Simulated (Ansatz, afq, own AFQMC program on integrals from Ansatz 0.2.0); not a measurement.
# NH3Br (doublet): AFQMC on the coupled-cluster ladder at distance N1–H4 along a hydrogen transfer = 1.321 Å, cc-pVTZ

How near does AFQMC come to the top of the ladder for NH3Br (doublet)?

Program: Ansatz 0.2.0, Gaussian basis, and an in-house AFQMC program (afq) on its integrals; all values are calculated. Level of theory: cc-pVTZ, frozen cores. These are calculated values, not measurements.

The runs, in order: CCSD(T) on UHF; PBE (unrestricted); r2SCAN (unrestricted); PBE0 (unrestricted); B3LYP (unrestricted); wB97M-V (unrestricted); B2PLYP (unrestricted); Phaseless AFQMC, CISD trial on UHF.

### Step 1. The system

The geometry derives from fragments relaxed apart (PBE0/def2-TZVP) and kept rigid, so it is no stationary point. A hydrogen atom is moved between rigid fragments. No spin-orbit coupling is included. The filled d shell of Br may be among the frozen orbitals whatever the setting's name suggests; the logs give the count.

5 atoms, charge 0, spin multiplicity 2.

Atoms are counted from 1 here; the program's logs count them from 0.

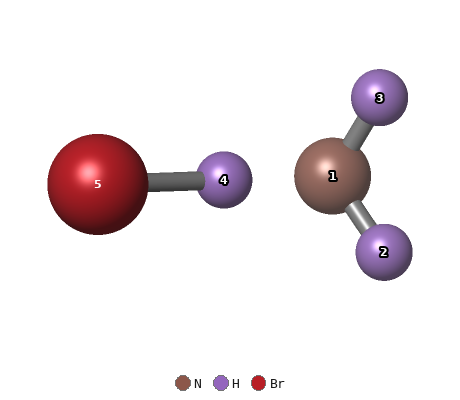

The structure; nitrogen brown, hydrogen purple, bromine red; atoms are numbered from 1 in the order of the file.

As a file:

| atom | x (Å) | y (Å) | z (Å) |
| --- | --- | --- | --- |
| N1 | -2.35766 | -0.00588 | -0.00915 |
| H2 | -2.65494 | 0.96195 | -0.00915 |
| H3 | -2.65494 | -0.40818 | 0.87111 |
| H4 | -1.03666 | -0.00588 | -0.00915 |
| Br5 | 0.49334 | -0.00588 | -0.00915 |

### Step 2. CCSD(T) on UHF

in.yaml reads:

```yaml
crystal:
  periodic: [false, false, false]
  atoms:
    - {symbol: N, position_ang: [-2.357659, -0.005881, -0.009153]}
    - {symbol: H, position_ang: [-2.654938, 0.961952, -0.009152]}
    - {symbol: H, position_ang: [-2.654938, -0.408181, 0.871107]}
    - {symbol: H, position_ang: [-1.036659, -0.005881, -0.009153]}
    - {symbol: Br, position_ang: [0.493341, -0.005880, -0.009153]}
basis:
  gaussian: {orbitals: cc-pVTZ}
magnetization: {spin_polarized: true, initial_magnetization: 1}
correlation: {method: ccsd_t, electrons: outside_noble_gas, hamiltonian_folder: ham}
```

Launch:

```bash
$ ansatz run in.yaml --threads 1 --pin off --events-out ev --progress --plain --max-ram 16896MiB --backend cuda --devices 0, --max-vram 18GiB
```

The log of the run:

```text
Functional definition: HF
  name "HF"
  cite "Fock, Z. Phys. 61, 126 (1930) doi:10.1007/BF01340294"
  parent pbe
  exchange = exact_x
  correlation = 0
690 factors; integrals over basis functions are off by at most 1.3e-3 eV
mean field evaluation 1: about -71526.7219 eV, gradient 1.6e1 eV
mean field evaluation 2: about -71526.7245 eV, gradient 1.6e1 eV
mean field evaluation 4: about -71528.1921 eV, gradient 2.5e0 eV
mean field evaluation 8: about -71528.3239 eV, gradient 3.1e-1 eV
mean field evaluation 16: about -71528.3377 eV, gradient 4.5e-5 eV
mean field evaluation 32: about -71526.6879 eV, gradient 2.6e0 eV
mean field evaluation 64: about -71528.3365 eV, gradient 1.6e-1 eV
mean field evaluation 96: about -71526.2226 eV, gradient 9.2e-2 eV
mean field evaluation 128: about -71526.5050 eV, gradient 7.6e-1 eV
mean field evaluation 160: about -71524.2707 eV, gradient 2.1e1 eV
mean field evaluation 192: about -71524.0354 eV, gradient 1.5e1 eV
mean field evaluation 224: about -71528.3369 eV, gradient 1.8e-1 eV
mean field evaluation 256: about -71526.4839 eV, gradient 5.8e-4 eV
mean field -71528.33767013 eV, -2628.6179257286 hartree, gradient 1.9e-6 eV, S^2 0.774969; 10 other end points of the search recorded, 0 dependent functions left out
determinant -71528.33767013 eV, -2628.6179257286 hartree, with singles and doubles -71539.54962061 eV, -2629.0299573091 hartree
determinant -71526.48389763 eV, -2628.5498008458 hartree, with singles and doubles -71537.84559092 eV, -2628.9673353730 hartree
determinant -71526.22239118 eV, -2628.5401906612 hartree, with singles and doubles -71537.76150592 eV, -2628.9642453061 hartree
determinant -71526.16596799 eV, -2628.5381171471 hartree, with singles and doubles -71537.65171006 eV, -2628.9602103827 hartree
15 core orbitals not correlated: weight in the atoms' cores, before any rotation towards them, 1.000 or more for the frozen orbitals, at most 0.000 for the correlated occupied ones
reference -71528.33767013 eV, -2628.6179257286 hartree; 8, 7 occupied and 92, 93 virtual orbitals, 690 factors
second order -10.24524588 eV of doubles, -0.00000000 eV of singles
cycle   1  -11.12159114 eV  change   -6.7e-1 eV  update   1.8e-2
cycle   2  -11.14281604 eV  change   -2.1e-2 eV  update   6.6e-3
cycle   3  -11.14441691 eV  change   -1.6e-3 eV  update   5.2e-3
cycle   4  -11.14942733 eV  change   -5.0e-3 eV  update   3.9e-3
cycle   5  -11.15364187 eV  change   -4.2e-3 eV  update   2.6e-3
cycle   6  -11.15411212 eV  change   -4.7e-4 eV  update   1.2e-3
cycle   7  -11.15461580 eV  change   -5.0e-4 eV  update   7.8e-4
cycle   8  -11.15428680 eV  change    3.3e-4 eV  update   4.7e-4
cycle   9  -11.15406194 eV  change    2.2e-4 eV  update   2.8e-4
cycle  10  -11.15412115 eV  change   -5.9e-5 eV  update   1.7e-4
cycle  11  -11.15419219 eV  change   -7.1e-5 eV  update   8.8e-5
cycle  12  -11.15421684 eV  change   -2.5e-5 eV  update   3.9e-5
cycle  13  -11.15422506 eV  change   -8.2e-6 eV  update   1.4e-5
perturbative correction -0.41290442 eV, -0.0151739577 hartree
Total energy: -71539.90479962 eV, -2629.0430098968 hartree
```

Run time: 6.5 s. Hardware: 1 × NVIDIA H100 80GB HBM3 with 1 thread of AMD EPYC 7R13 (Zen 3), shared host; peak host memory 2 GiB.

From the report: ⟨S²⟩ of the determinant 0.775 (pure doublet: 0.75); correlation -11.5671 eV; T1 0.027; largest double amplitude 0.04.

This run also writes the integrals to the folder ham.

### Step 3. PBE (unrestricted)

in.yaml: that of step 2 with these lines changed.

```diff
@@ -11,2 +11,3 @@
 magnetization: {spin_polarized: true, initial_magnetization: 1}
-correlation: {method: ccsd_t, electrons: outside_noble_gas, hamiltonian_folder: ham}
+hamiltonian: {xc: {name: PBE}}
+output: {orbitals: {seedname: orbitals}}
```

Launch:

```bash
$ ansatz run in.yaml --threads 1 --pin off --events-out ev --progress --plain --max-ram 5632MiB --backend cpu
```

The log of the run:

```text
Functional definition: PBE
  name "PBE"
  cite "Perdew, Burke & Ernzerhof, Phys. Rev. Lett. 77, 3865 (1996) doi:10.1103/PhysRevLett.77.3865"
  parent pbe
  parameter kappa = 0.804
  parameter beta = 0.06672455060314922
  exchange = pbe_x(kappa = kappa, mu = beta*pi^2/3)
  correlation = pbe_c(beta = beta)
729 factors; their error is unknown
mean field evaluation 1: about -71559.1764 eV, gradient 5.4e1 eV
mean field evaluation 2: about -71467.2532 eV, gradient 1.1e2 eV
mean field evaluation 4: about -71570.1916 eV, gradient 2.1e1 eV
mean field evaluation 8: about -71573.0840 eV, gradient 2.1e-1 eV
mean field evaluation 16: about -71573.0752 eV, gradient 3.0e-3 eV
mean field evaluation 32: about -71570.9535 eV, gradient 1.4e-3 eV
mean field evaluation 64: about -71571.5608 eV, gradient 4.8e0 eV
mean field -71573.07517273 eV, -2630.2619986250 hartree, gradient 7.4e-6 eV, S^2 0.753397; 6 other end points of the search recorded, 0 dependent functions left out
reference -71573.07520141 eV, -2630.2619996789 hartree; 23, 22 occupied and 92, 93 virtual orbitals, 729 factors
Total energy: -71573.07520141 eV, -2630.2619996789 hartree
```

Run time: 7 s. Hardware: 1 thread of AMD EPYC 7R13 (Zen 3), shared host; peak memory 2 GiB.

From the report: ⟨S²⟩ of the determinant 0.753 (pure doublet: 0.75).

### Step 4. r2SCAN (unrestricted)

in.yaml: that of step 3 with these lines changed.

```diff
@@ -11,3 +11,2 @@
 magnetization: {spin_polarized: true, initial_magnetization: 1}
-hamiltonian: {xc: {name: PBE}}
-output: {orbitals: {seedname: orbitals}}
+hamiltonian: {xc: {name: r2SCAN}}
```

The command is unchanged.

The log of the run:

```text
Functional definition: r2SCAN
  name "r2SCAN"
  cite "Furness, Kaplan, Ning, Perdew & Sun, J. Phys. Chem. Lett. 11, 8208 (2020) doi:10.1021/acs.jpclett.0c02405"
  cite "Furness, Kaplan, Ning, Perdew & Sun, J. Phys. Chem. Lett. 11, 9248 (2020) doi:10.1021/acs.jpclett.0c03077"
  parent r2scan
  parameter k0 = 0.174
  parameter k1 = 0.065
  parameter a1 = 4.9479
  exchange = r2scan_x(k0 = k0, k1 = k1, a1 = a1)
  correlation = r2scan_c
729 factors; their error is unknown
mean field evaluation 1: about -71572.0610 eV, gradient 5.0e1 eV
mean field evaluation 2: about -71520.6447 eV, gradient 1.0e2 eV
mean field evaluation 4: about -71583.8985 eV, gradient 7.6e0 eV
mean field evaluation 8: about -71584.2386 eV, gradient 1.3e-1 eV
mean field evaluation 16: about -71584.2280 eV, gradient 6.5e-4 eV
mean field evaluation 32: about -71583.5233 eV, gradient 2.9e0 eV
mean field -71584.22801420 eV, -2630.6718579894 hartree, gradient 4.2e-5 eV, S^2 0.757220; 4 other end points of the search recorded, 0 dependent functions left out
reference -71584.22802338 eV, -2630.6718583268 hartree; 23, 22 occupied and 92, 93 virtual orbitals, 729 factors
Total energy: -71584.22802338 eV, -2630.6718583268 hartree
```

Wall time 17 s (1 thread of AMD EPYC 7R13 (Zen 3), shared host); peak memory 2 GiB.

From the report: ⟨S²⟩ of the determinant 0.757 (pure doublet: 0.75).

### Step 5. PBE0 (unrestricted)

in.yaml: that of step 4 with these lines changed.

```diff
@@ -11,2 +11,3 @@
 magnetization: {spin_polarized: true, initial_magnetization: 1}
-hamiltonian: {xc: {name: r2SCAN}}
+hamiltonian: {xc: {name: PBE0}}
+output: {orbitals: {seedname: orbitals}}
```

The command is unchanged.

The log of the run:

```text
Functional definition: PBE0
  name "PBE0"
  cite "Adamo & Barone, J. Chem. Phys. 110, 6158 (1999) doi:10.1063/1.478522"
  cite "Perdew, Burke & Ernzerhof, Phys. Rev. Lett. 77, 3865 (1996) doi:10.1103/PhysRevLett.77.3865"
  parent pbe
  parameter a = 0.25
  parameter kappa = 0.804
  parameter beta = 0.06672455060314922
  exchange = (1 - a)*pbe_x(kappa = kappa, mu = beta*pi^2/3) + a*exact_x
  correlation = pbe_c(beta = beta)
771 factors; their error is unknown
mean field evaluation 1: about -71565.0924 eV, gradient 4.5e1 eV
mean field evaluation 2: about -71535.2770 eV, gradient 8.3e1 eV
mean field evaluation 4: about -71574.5679 eV, gradient 9.6e0 eV
mean field evaluation 8: about -71575.2571 eV, gradient 5.2e-1 eV
mean field evaluation 16: about -71575.4874 eV, gradient 1.2e-3 eV
mean field -71575.48739563 eV, -2630.3506461816 hartree, gradient 5.0e-5 eV, S^2 0.758022; 2 other end points of the search recorded, 0 dependent functions left out
reference -71575.48741769 eV, -2630.3506469921 hartree; 23, 22 occupied and 92, 93 virtual orbitals, 771 factors
Total energy: -71575.48741769 eV, -2630.3506469921 hartree
```

Run time: 3.8 s. Hardware: 1 thread of AMD EPYC 7R13 (Zen 3), shared host; peak memory 2 GiB.

From the report: ⟨S²⟩ of the determinant 0.758 (pure doublet: 0.75).

### Step 6. B3LYP (unrestricted)

in.yaml: that of step 5 with these lines changed.

```diff
@@ -11,3 +11,2 @@
 magnetization: {spin_polarized: true, initial_magnetization: 1}
-hamiltonian: {xc: {name: PBE0}}
-output: {orbitals: {seedname: orbitals}}
+hamiltonian: {xc: {name: B3LYP}}
```

Same command.

The log of the run:

```text
Functional definition: B3LYP
  name "B3LYP"
  cite "Stephens, Devlin, Chabalowski & Frisch, J. Phys. Chem. 98, 11623 (1994) doi:10.1021/j100096a001"
  cite "Becke, Phys. Rev. A 38, 3098 (1988) doi:10.1103/PhysRevA.38.3098"
  cite "Lee, Yang & Parr, Phys. Rev. B 37, 785 (1988) doi:10.1103/PhysRevB.37.785"
  cite "Vosko, Wilk & Nusair, Can. J. Phys. 58, 1200 (1980) doi:10.1139/p80-159"
  parameter a0 = 0.2
  parameter ax = 0.72
  parameter ac = 0.81
  exchange = (1 - a0 - ax)*slater_x + ax*b88_x + a0*exact_x
  correlation = (1 - ac)*vwn_rpa_c + ac*lyp_c
759 factors; their error is unknown
mean field evaluation 1: about -71574.6234 eV, gradient 4.9e1 eV
mean field evaluation 2: about -71534.1664 eV, gradient 9.3e1 eV
mean field evaluation 4: about -71585.1977 eV, gradient 1.2e1 eV
mean field evaluation 8: about -71586.1786 eV, gradient 3.5e-1 eV
mean field evaluation 16: about -71586.3604 eV, gradient 2.6e-3 eV
mean field -71586.36037759 eV, -2630.7502208985 hartree, gradient 5.2e-5 eV, S^2 0.756514; 2 other end points of the search recorded, 0 dependent functions left out
reference -71586.36057480 eV, -2630.7502281457 hartree; 23, 22 occupied and 92, 93 virtual orbitals, 759 factors
Total energy: -71586.36057480 eV, -2630.7502281457 hartree
```

Wall time 3.8 s (1 thread of AMD EPYC 7R13 (Zen 3), shared host); peak memory 2 GiB.

From the report: ⟨S²⟩ of the determinant 0.757 (pure doublet: 0.75).

### Step 7. wB97M-V (unrestricted)

in.yaml: that of step 6 with these lines changed.

```diff
@@ -11,2 +11,3 @@
 magnetization: {spin_polarized: true, initial_magnetization: 1}
-hamiltonian: {xc: {name: B3LYP}}
+hamiltonian: {xc: {name: wB97M-V}}
+output: {orbitals: {seedname: orbitals}}
```

Launched as before.

The log of the run:

```text
Functional definition: wB97M-V
  name "wB97M-V"
  cite "Mardirossian & Head-Gordon, J. Chem. Phys. 144, 214110 (2016) doi:10.1063/1.4952647"
  cite "Becke, J. Chem. Phys. 107, 8554 (1997) doi:10.1063/1.475007"
  cite "Vydrov & Van Voorhis, J. Chem. Phys. 133, 244103 (2010) doi:10.1063/1.3521275"
  # Of w^i u^j: cxij and so on, Table III.
  parameter omega = 0.3/bohr
  parameter cx = 0.15
  parameter cx01 = 1.007
  parameter cx10 = 0.259
  parameter css00 = 0.443
  parameter css04 = -1.437
  parameter css10 = -4.535
  parameter css20 = -3.390
  parameter css43 = 4.278
  parameter cos00 = 1.000
  parameter cos10 = 1.358
  parameter cos20 = 2.924
  parameter cos21 = -8.812
  parameter cos60 = -1.390
  parameter cos61 = 9.142
  parameter b = 6.0
  parameter c = 0.01
  gx(w, u) = 1 - cx + cx01*u + cx10*w
  gss(w, u) = css00 + css04*u^4 + css10*w + css20*w^2 + css43*w^4*u^3
  gos(w, u) = cos00 + cos10*w + (cos20 + cos21*u)*w^2 + (cos60 + cos61*u)*w^6
  exchange = spin_sum(e_x_unif_sr(omega)*gx(b97_w, b97_u_x)) + cx*exact_x_sr(omega) + exact_x_lr(omega)
  correlation = spin_sum(e_c_pw_mod_same_spin*gss(b97_w, b97_u_same))
      + integral(e_c_pw_mod_opposite_spin*gos(b97_w_opposite, b97_u_opposite)) + vv10(b, c)
751 factors; their error is unknown
142 factors; integrals over basis functions are off by at most 4.1e-5 eV
mean field evaluation 1: about -71577.4555 eV, gradient 2.6e1 eV
mean field evaluation 2: about -71577.2375 eV, gradient 2.7e1 eV
mean field evaluation 4: about -71580.2338 eV, gradient 1.4e0 eV
mean field evaluation 8: about -71580.2843 eV, gradient 1.5e-1 eV
mean field evaluation 16: about -71580.4148 eV, gradient 2.3e-3 eV
mean field -71580.41475211 eV, -2630.5317231924 hartree, gradient 4.3e-5 eV, S^2 0.758532; 2 other end points of the search recorded, 0 dependent functions left out
reference -71580.41478500 eV, -2630.5317244010 hartree; 23, 22 occupied and 92, 93 virtual orbitals, 751 factors
Total energy: -71580.41478500 eV, -2630.5317244010 hartree
```

Wall time 12 s (1 thread of AMD EPYC 7R13 (Zen 3), shared host); peak memory 2 GiB.

From the report: ⟨S²⟩ of the determinant 0.759 (pure doublet: 0.75).

### Step 8. B2PLYP (unrestricted)

in.yaml: that of step 7 with these lines changed.

```diff
@@ -11,3 +11,3 @@
 magnetization: {spin_polarized: true, initial_magnetization: 1}
-hamiltonian: {xc: {name: wB97M-V}}
-output: {orbitals: {seedname: orbitals}}
+hamiltonian: {xc: {name: B2PLYP}}
+correlation: {electrons: outside_noble_gas}
```

Launched as before.

The log of the run:

```text
Functional definition: B2PLYP
  name "B2PLYP"
  cite "Grimme, J. Chem. Phys. 124, 034108 (2006) doi:10.1063/1.2148954"
  cite "Becke, Phys. Rev. A 38, 3098 (1988) doi:10.1103/PhysRevA.38.3098"
  cite "Lee, Yang & Parr, Phys. Rev. B 37, 785 (1988) doi:10.1103/PhysRevB.37.785"
  parameter a = 0.53
  parameter c = 0.27
  exchange = (1 - a)*b88_x + a*exact_x
  correlation = (1 - c)*lyp_c + c*(mp2_os + mp2_ss)
690 factors; integrals over basis functions are off by at most 1.3e-3 eV
mean field evaluation 1: about -71562.2532 eV, gradient 3.6e1 eV
mean field evaluation 2: about -71562.2792 eV, gradient 3.6e1 eV
mean field evaluation 4: about -71568.4176 eV, gradient 4.0e0 eV
mean field evaluation 8: about -71569.1849 eV, gradient 1.1e0 eV
mean field evaluation 16: about -71569.2715 eV, gradient 7.7e-2 eV
mean field evaluation 32: about -71569.0363 eV, gradient 2.3e0 eV
mean field -71569.27174855 eV, -2630.1222253643 hartree, gradient 8.6e-6 eV, S^2 0.764756; 4 other end points of the search recorded, 0 dependent functions left out
15 core orbitals not correlated: weight in the atoms' cores, before any rotation towards them, 1.000 or more for the frozen orbitals, at most 0.000 for the correlated occupied ones
reference -71569.27187503 eV, -2630.1222300125 hartree; 8, 7 occupied and 92, 93 virtual orbitals, 690 factors
second order -12.54807603 eV of doubles, -0.00000000 eV of singles
Total energy: -71572.65985556 eV, -2630.2467360005 hartree
```

Run time: 7 s. Hardware: 1 thread of AMD EPYC 7R13 (Zen 3), shared host; peak memory 2 GiB.

From the report: ⟨S²⟩ of the determinant 0.765 (pure doublet: 0.75).

### Step 9. Phaseless AFQMC, CISD trial on UHF

It reads the integrals that the CCSD(T) run on this determinant wrote.

Launch:

```bash
$ afq ham --method phaseless --trial cisd --walkers 900 --populations 20 --least-time 60 --time-step 0.005 --steps-per-block 50 --equilibration-blocks 28 --max-blocks 4000 --target-error 0.00023 --factor-cut 1e-05 --start spin_pure --seed 8306 --release-times 0.24,0.51,0.99,1.5 --release-step 0.03 --release-every 4 --taylor-order 6
```

The log of the run:

```text
orbitals 100  electrons 8 7  factors 629 of 690
reference energy -2628.61792573 Eh
CCSD correlation -0.40991034 Eh in 18 cycles, weight of the determinant in the CISD state 0.8483
energy of the start -2629.026566 Eh
 block  time / (1/Eh)  mean weight  energy / Eh
     1     0.250  1.0001  -2629.021237
     2     0.500  1.0007  -2629.027582
     3     0.750  1.0004  -2629.033910
     4     1.000  1.0007  -2629.036663
     5     1.250  1.0000  -2629.037609
     6     1.500  1.0011  -2629.040573
     7     1.750  0.9989  -2629.044641
     8     2.000  1.0002  -2629.043723
     9     2.250  0.9993  -2629.041688
    10     2.500  0.9997  -2629.042593
    13     3.250  1.0008  -2629.045434
    16     4.000  0.9998  -2629.044732
    19     4.750  1.0009  -2629.044030
    22     5.500  0.9991  -2629.044285
    25     6.250  1.0006  -2629.042178
    28     7.000  0.9991  -2629.044280
    31     7.750  1.0000  -2629.043951
    34     8.500  1.0001  -2629.045993
    37     9.250  1.0009  -2629.041471
    40    10.000  0.9995  -2629.049405
    43    10.750  0.9996  -2629.043198
    46    11.500  1.0006  -2629.047565
    49    12.250  1.0003  -2629.042838
    52    13.000  0.9997  -2629.046630
    55    13.750  1.0002  -2629.042177
    58    14.500  0.9995  -2629.044369
    61    15.250  1.0001  -2629.045316
    64    16.000  1.0009  -2629.043973
    67    16.750  0.9995  -2629.042578
    70    17.500  1.0001  -2629.045075
    73    18.250  0.9997  -2629.042329
    76    19.000  1.0003  -2629.042791
    79    19.750  1.0002  -2629.041857
    82    20.500  0.9986  -2629.044679
    85    21.250  0.9999  -2629.042223
    88    22.000  0.9986  -2629.045223
    91    22.750  1.0002  -2629.043430
    94    23.500  0.9996  -2629.040807
    97    24.250  1.0005  -2629.040438
   100    25.000  1.0011  -2629.044385
   103    25.750  1.0000  -2629.043204
   106    26.500  1.0001  -2629.043221
   109    27.250  0.9980  -2629.043402
   112    28.000  1.0002  -2629.041983
   115    28.750  1.0003  -2629.043504
   118    29.500  0.9999  -2629.044399
   121    30.250  1.0007  -2629.044898
   124    31.000  1.0000  -2629.045898
   127    31.750  1.0006  -2629.043695
   130    32.500  0.9997  -2629.044498
   133    33.250  0.9989  -2629.043197
   136    34.000  1.0011  -2629.045561
   139    34.750  0.9997  -2629.043019
   142    35.500  1.0004  -2629.046137
   145    36.250  1.0007  -2629.042601
   148    37.000  0.9998  -2629.044898
   151    37.750  0.9991  -2629.041012
   154    38.500  0.9986  -2629.040274
   157    39.250  1.0003  -2629.043167
error from the spread of 20 populations
released: time / (1/Eh)  energy / Eh  error  mean overlap
  0.24  -2629.044533  0.000205  0.9900
  0.51  -2629.044747  0.000299  0.9846
  0.99  -2629.044543  0.000335  0.9783
  1.50  -2629.044413  0.000420  0.9812
energy -2629.043882 +/- 0.000223 Eh
```

Run time: 2.5 min. Hardware: 1 × NVIDIA H100 80GB HBM3 with 2 threads of AMD EPYC 7R13 (Zen 3), shared host; peak host memory 2 GiB.

Energy -71539.9285 ± 0.0061 eV. Caveats: constraint bias not in the error.

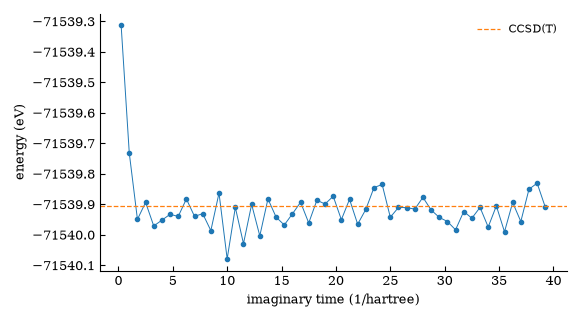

Block energies along the walk.

### Step 10. All levels side by side

On the UHF determinant, counted from CCSD(T) (a yardstick, not exact):

| level | energy (eV) | from CCSD(T) (kJ/mol) | statistical error (kJ/mol) | time |
| --- | --- | --- | --- | --- |
| HF | -71528.3377 | +1116.1 |  |  |
| MP2 | -71538.5829 | +127.5 |  |  |
| CCSD | -71539.4919 | +39.8 |  |  |
| CCSD(T) | -71539.9048 | 0.0 |  |  |
| Phaseless AFQMC, CISD trial, step 0.005, 900 walkers | -71539.9285 | -2.3 | 0.6 | 2.5 min |

The functionals' totals stand on their own zeros and serve differences with other points: PBE -71573.075 eV; r2SCAN -71584.228 eV; PBE0 -71575.487 eV; B3LYP -71586.361 eV; wB97M-V -71580.415 eV; B2PLYP -71572.660 eV.

### Step 11. Summary of results

| quantity | value |
| --- | --- |
| Phaseless AFQMC, CISD trial on UHF from CCSD(T) | -2.3 ± 0.6 kJ/mol |

On UHF the phaseless walk with the CISD trial lies -2.3 kJ/mol from CCSD(T), 4 times its error bar. Error bars are statistical and leave out the constraint, the time step and what remains of the start.
